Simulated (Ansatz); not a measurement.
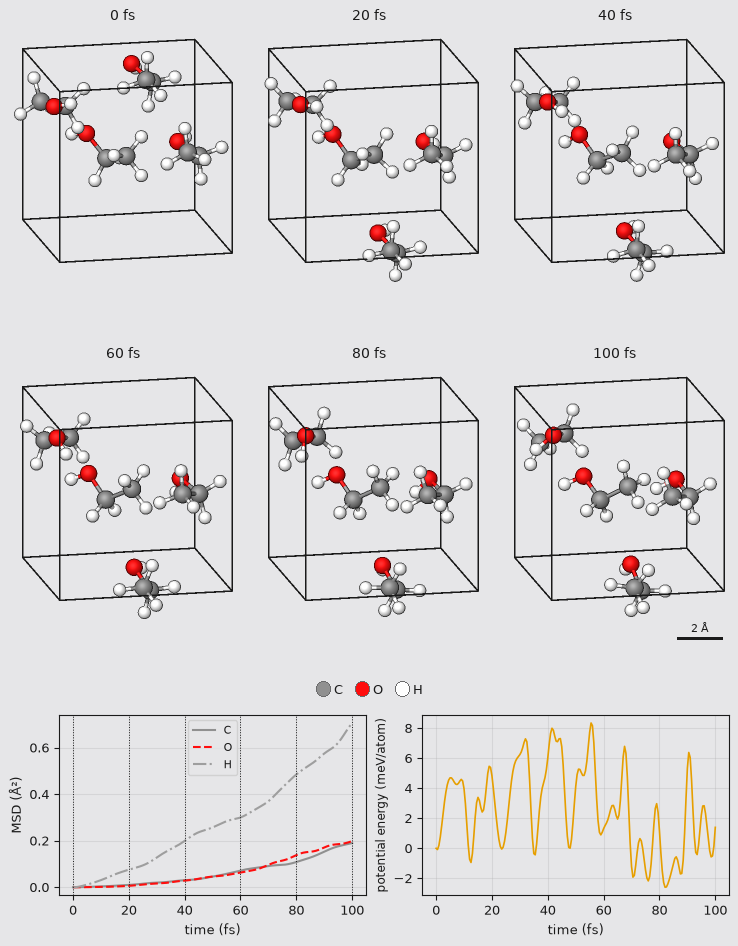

First-principles dynamics of a periodic cell with 4 CH3CH2OH at 0.607 g/cm³, 100 fs long. It starts from the last geometry of an earlier run, with fresh velocities. Frames and the history of the run. The picture is a ball-and-stick view of the simulation cell, seen slightly off an axis. Atoms that leave the cell re-enter on the other side.

Computed with DFT PBE-D3(BJ), scalar-relativistic, plane waves, PAW in Ansatz. Set-up: plane-wave cutoff 420 eV; k-point mesh 1 × 1 × 1; Fermi-Dirac smearing 0.002 eV; Nosé-Hoover thermostat (NVT); set temperature 250 K; time step 0.5 fs; thermostat time 200.0 fs.

Input file:
```yaml
crystal:
  lattice:
    - [7.960219, 0.0, 0.0]
    - [0.0, 7.960219, 0.0]
    - [0.0, 0.0, 7.960219]
  atoms:
    - { symbol: C, position: [0.94242952, 0.50835391, 0.02357487] }
    - { symbol: C, position: [0.77769638, 0.57855095, -0.03369115] }
    - { symbol: O, position: [0.63638356, 0.49009733, 0.04298697] }
    - { symbol: H, position: [0.53813623, 0.53415544, -0.00866141] }
    - { symbol: H, position: [0.76795502, 0.71358635, -0.01455073] }
    - { symbol: H, position: [0.77010557, 0.55791662, -0.17484615] }
    - { symbol: H, position: [1.03522317, 0.57306683, -0.04763236] }
    - { symbol: H, position: [0.96427199, 0.51123713, 0.15952675] }
    - { symbol: H, position: [0.94222779, 0.3774878, -0.01641358] }
    - { symbol: C, position: [0.4672592, 0.49548733, 0.45883476] }
    - { symbol: C, position: [0.30625836, 0.41516781, 0.40957657] }
    - { symbol: O, position: [0.25820715, 0.31013194, 0.54888591] }
    - { symbol: H, position: [0.1578453, 0.24613383, 0.52493634] }
    - { symbol: H, position: [0.20964664, 0.51101125, 0.38395821] }
    - { symbol: H, position: [0.32038417, 0.34547906, 0.2865607] }
    - { symbol: H, position: [0.5188315, 0.5722281, 0.35346632] }
    - { symbol: H, position: [0.44631534, 0.58816844, 0.56138704] }
    - { symbol: H, position: [0.55890747, 0.40435913, 0.48999889] }
    - { symbol: C, position: [0.55241733, -0.01834659, 0.82721812] }
    - { symbol: C, position: [0.7000399, 0.09335379, 0.83239921] }
    - { symbol: O, position: [0.84287713, -0.00410999, 0.8702298] }
    - { symbol: H, position: [0.93570712, 0.07199815, 0.90485328] }
    - { symbol: H, position: [0.72427688, 0.15881652, 0.70939266] }
    - { symbol: H, position: [0.68213553, 0.2020696, 0.92360594] }
    - { symbol: H, position: [0.44641869, 0.05951131, 0.767856] }
    - { symbol: H, position: [0.57060143, -0.1402065, 0.76502684] }
    - { symbol: H, position: [0.51919987, -0.05133203, 0.95934246] }
    - { symbol: C, position: [0.12889273, 0.92566398, 0.3719523] }
    - { symbol: C, position: [-0.01644795, 1.02202364, 0.30951442] }
    - { symbol: O, position: [-0.16191645, 0.93099253, 0.36190293] }
    - { symbol: H, position: [-0.26472942, 0.99725191, 0.35858014] }
    - { symbol: H, position: [-0.02143853, 1.15569073, 0.35097591] }
    - { symbol: H, position: [-0.00268708, 1.03126374, 0.17743104] }
    - { symbol: H, position: [0.24702956, 0.99902846, 0.35534104] }
    - { symbol: H, position: [0.12280576, 0.91072423, 0.51104681] }
    - { symbol: H, position: [0.14617615, 0.80296061, 0.31463266] }
basis:
  ecutwfc: 420.0
kpoints:
  mp_grid: { grid: [1, 1, 1] }
hamiltonian:
  xc: pbe
  dispersion: d3bj
scf:
  occupations: { method: fermi_dirac, width: 0.002 }
  lower_state_search: "off"
md:
  timestep: 0.5
  n_steps: 200
  ensemble: nvt_nose_hoover
  temperature: 250.0
  initial_velocities: maxwell_boltzmann
  seed: 400347
  nose_hoover: { tau: 200.0, chain_length: 5 }
```

Run as
```bash
ansatz run input.yaml --threads 1 --pin off --max-ram 3072MiB --backend cpu --events-out ev --progress --plain --runs-dir out
```

What happens in this trajectory?

Answer. The mean temperature in the second half is 240 K (standard deviation 23 K). The potential energy in the second half lies on average 1.7 meV per atom above the first frame. In the second half of the run the atoms are, in the root-mean-square, this far from where they began (common drift taken out): H 0.66 Å, O 0.34 Å, C 0.33 Å. The heavy atoms stay within a fraction of a molecule's size of their starting places, while the hydrogen atoms travel further, as molecules turn; so short a run doesn't tell a liquid from a solid.

Limits of the set-up: the periodic images lie only 8.0 Å apart, so the values are limited by the cell's size.

The run took roughly 6 core-minutes on a shared host.
